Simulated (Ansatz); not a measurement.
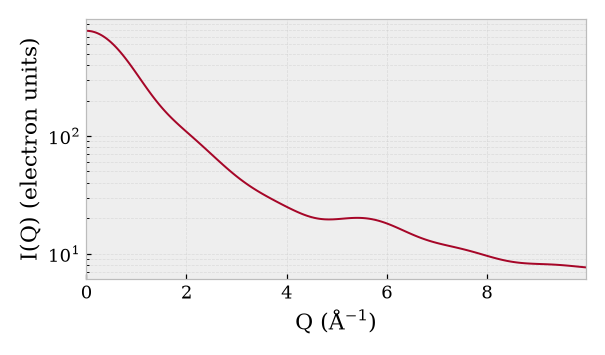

Elastic X-ray scattering of a randomly oriented, rigid molecule, calculated with the Debye equation from neutral-atom form factors (independent atoms, no Compton part, no vibration). The geometry is the end point of an optimisation (RKS PBE-D4/def2-SVP in Ansatz); it may be a saddle point or a higher isomer. It contains C, O, H.

**How many electrons does the independent-atom model of the molecule hold?**

I(0) is the square of the electron number: I(0) = 784, so about 28 electrons, the count of C3H2O.

**What radius of gyration does the initial fall-off give?**

From I(Q) ≈ I(0) exp(−Q²R²/3) at small Q, R ≈ 1.68 Å. It is larger than the electron-weighted radius of the nuclear positions alone (1.50 Å), because each atom's electron cloud adds to it.
